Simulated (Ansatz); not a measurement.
AlSiH7O2: several calculations on one system

## 1. Relaxation

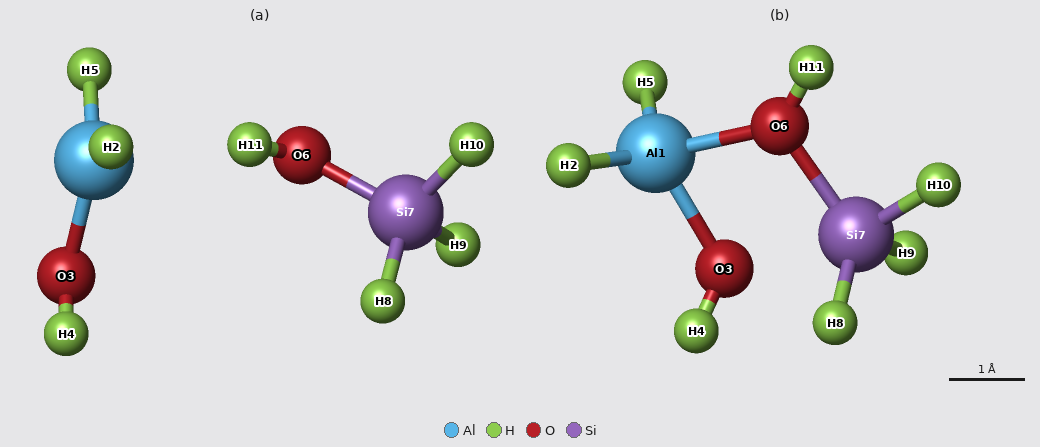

The structure of AlSiH7O2 before (left) and after (right) a relaxation, at one scale.

Style: ball-and-stick. Shown at a tilt.

The run prepares an end point of a later path (reaction) calculation, from a guessed geometry.

Computed with Ansatz, RKS PBE0-D4/6-31G*.

The input:
```yaml
crystal:
  periodic: [false, false, false]
  atoms:
    - { symbol: Al, position_ang: [-0.157535, -0.371652, -0.501726] }
    - { symbol: H, position_ang: [-0.513331, -0.681382, 1.001319] }
    - { symbol: O, position_ang: [1.404999, -0.750657, -1.09122] }
    - { symbol: H, position_ang: [2.091438, -1.080095, -0.503522] }
    - { symbol: H, position_ang: [-1.219715, 0.130207, -1.560652] }
    - { symbol: O, position_ang: [-0.012827, 1.849201, 1.461336] }
    - { symbol: Si, position_ang: [0.847822, 2.825792, 2.50566] }
    - { symbol: H, position_ang: [1.863283, 2.044851, 3.27201] }
    - { symbol: H, position_ang: [1.526598, 3.836511, 1.658049] }
    - { symbol: H, position_ang: [-0.043577, 3.511119, 3.484819] }
    - { symbol: H, position_ang: [-0.331756, 0.986806, 1.818128] }
basis:
  gaussian: { orbitals: "6-31G*" }
hamiltonian:
  xc: pbe0
  dispersion: d4
relax:
  f_tol: 0.03
  max_steps: 50
```

Command:
```bash
ansatz run input.yaml --threads 1 --pin off --max-ram 2048MiB --backend cpu --events-out ev --progress --plain --runs-dir out
```

Question: Describe what moved and what it gained.

Answer: O3 moves most after the best rigid fit: 2.00 Å. By element the largest moves are O 2.00 Å, H 1.55 Å, Si 1.07 Å, Al 0.69 Å. Among the contacts that change: O3–Si7 5.103 → 2.061 Å, Al1–Si7 4.503 → 2.984 Å, Al1–O6 2.968 → 1.903 Å, O6–Si7 1.669 → 1.785 Å. New bonds form, among them: Al1–O6 (2.97 → 1.90 Å). Bond angles that change, for instance: O6–Si7–H10 111.8° → 90.9°, O6–Si7–H9 106.1° → 117.9°, O6–Si7–H8 111.5° → 119.3°. Groups turn about Al1–O3 by about 35°. Over 20 accepted moves (22 points after the start) the energy falls by 1.023 eV. The largest force component goes from 0.91 to 0.0047 eV/Å. The line search rejected the trial steps at points 16, 21 of the run. Cost: 100 s on 1 thread of Arm Neoverse V1 (shared host), peak memory 0.16 GiB.

## 2. Relaxation

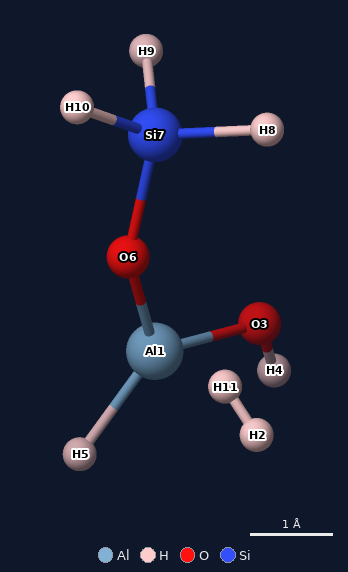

Starting structure of AlSiH7O2. Style: ball-and-stick. Shown from a free direction.

The run prepares an end point of a later path (reaction) calculation, from a guessed geometry.

The calculation used RKS PBE0-D4/6-31G* in Ansatz 0.2.0.

Input file:
```yaml
crystal:
  periodic: [false, false, false]
  atoms:
    - { symbol: Al, position_ang: [0.128007, 0.523044, -0.178498] }
    - { symbol: H, position_ang: [-0.612513, -0.922207, 2.053289] }
    - { symbol: O, position_ang: [1.682228, -0.075659, -0.536991] }
    - { symbol: H, position_ang: [1.80849, -0.685228, -1.270105] }
    - { symbol: H, position_ang: [-1.169531, 0.092834, -0.964518] }
    - { symbol: O, position_ang: [0.006835, 1.715596, 1.090097] }
    - { symbol: Si, position_ang: [0.843082, 2.722649, 2.084351] }
    - { symbol: H, position_ang: [1.567331, 1.954977, 3.139281] }
    - { symbol: H, position_ang: [1.842766, 3.537013, 1.333618] }
    - { symbol: H, position_ang: [-0.107927, 3.652621, 2.754749] }
    - { symbol: H, position_ang: [-0.533369, -0.21494, 2.038927] }
basis:
  gaussian: { orbitals: "6-31G*" }
hamiltonian:
  xc: pbe0
  dispersion: d4
relax:
  f_tol: 0.03
  max_steps: 50
```

Run as
```bash
ansatz run input.yaml --threads 1 --pin off --max-ram 2048MiB --backend cpu --events-out ev --progress --plain --runs-dir out
```

Predict the outcome.

Answer. The atom that moves furthest after the best rigid fit is H11 (0.40 Å). Largest moves by element: H 0.40 Å, O 0.19 Å, Si 0.13 Å, Al 0.10 Å. Near-neighbour distances that change, for instance: Al1–O6 1.745 → 1.701 Å, H2–H11 0.712 → 0.746 Å. Bond angles that change, for instance: Al1–O6–Si7 145.4° → 148.3°. After 9 geometry steps the energy has fallen by 0.096 eV. Largest force component: 1.5 eV/Å at the start, 0.026 eV/Å at the end. The forces were under the threshold at step 4, but the run went on from there.

The structure at the end:

```xyz
11

Al    0.1271    0.6206   -0.1508
H    -0.5549   -1.2699    1.8703
O     1.6509   -0.0721   -0.4852
H     1.7333   -0.7598   -1.1523
H    -1.1895    0.1945   -0.9098
O     0.0704    1.8674    1.0047
Si    0.8809    2.8389    2.0538
H     1.5526    2.0401    3.1206
H     1.9214    3.6458    1.3527
H    -0.0787    3.7782    2.6988
H    -0.6581   -0.5830    2.1413
```

The end point in the same view:

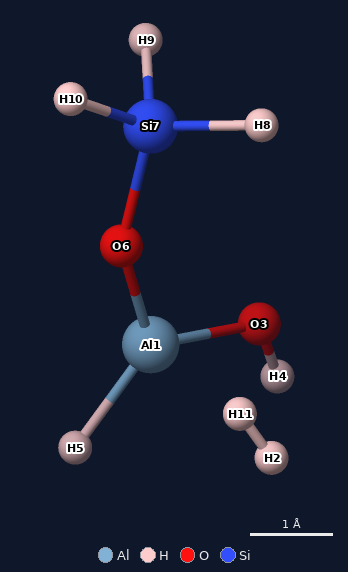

Limits of the set-up: the start holds two separate molecules, 2.2 Å apart at their closest, whose relative position is a soft coordinate.

## 3. Path

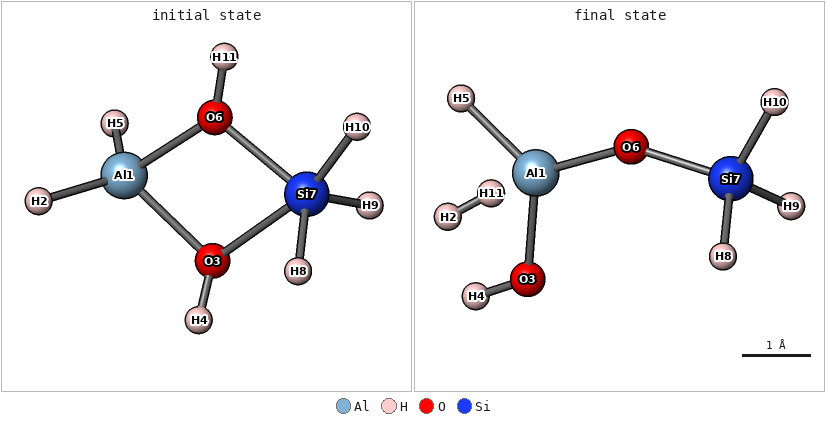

The two relaxed end points of a path for AlSiH7O2. The picture is a ball-and-stick view, seen at a tilt.

Method: Ansatz, RKS PBE0-D4/6-31G*.

Run with 7 movable images; climbing image; force threshold 0.05 eV/Å; iteration limit 60.

Start:
```xyz
11

Al   -0.2635    0.0440    0.0531
H    -0.3008   -1.4700    0.5580
O     1.3962    0.7817    0.1948
H     2.1627    0.2096    0.3163
H    -1.1483    0.5538   -1.1670
O    -0.4738    1.2585    1.5028
Si    1.0984    2.0556    1.7869
H     2.1884    1.2969    2.4613
H     1.4964    3.1513    0.8715
H     0.5239    2.8229    2.9600
H    -1.2244    1.5964    2.0064
```

End:
```xyz
11

Al    0.1373    0.7756   -0.2068
H    -0.7823   -1.2393    1.5872
O     1.6110   -0.0100   -0.5598
H     1.6637   -0.6329   -1.2906
H    -1.1775    0.5423   -1.0483
O     0.1362    1.9022    1.0674
Si    0.9802    2.6913    2.2363
H     1.5385    1.7357    3.2376
H     2.1121    3.4704    1.6559
H     0.0757    3.6417    2.9419
H    -0.8394   -0.5763    1.9233
```

**What barrier does the band find between them, and by what path?**

The energy climbs by 0.90 eV to image 4 and then falls by 1.14 eV, so the end point sits at −0.24 eV. Breaking: Al1–H2 (1.60 → 1.77 at the top → 2.85 Å), O3–Si7 (2.06 → 3.51 at the top → 3.94 Å), O6–H11 (0.96 → 1.20 at the top → 2.80 Å). Forming: H2–H11 (3.51 → 1.10 at the top → 0.75 Å). The band converged in 31 iterations. The largest component of the band force went from 7.5 to 0.047 eV/Å. The climbing image converged on the top of the path. Its vibrational analysis gives one imaginary mode (1305i cm⁻¹), as a transition state must have.

Energies of the converged images:

```tsv
image	path (Å)	E (eV)
0	0.00	0.000
1	1.09	0.072
2	2.17	0.104
3	3.26	0.307
4	4.34	0.903
5	4.91	0.101
6	5.48	-0.183
7	6.05	-0.236
8	6.62	-0.242
```

The geometry at the top of the path:

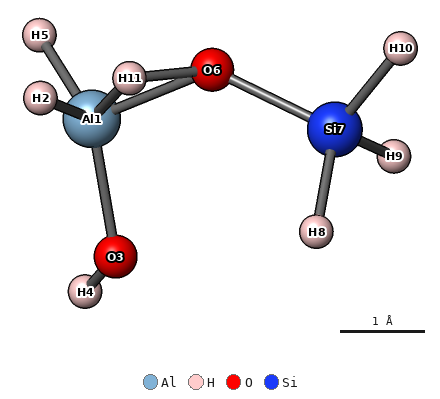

Cost: 15 min on 1 thread of Arm Neoverse V1 (shared host), peak memory 0.17 GiB.
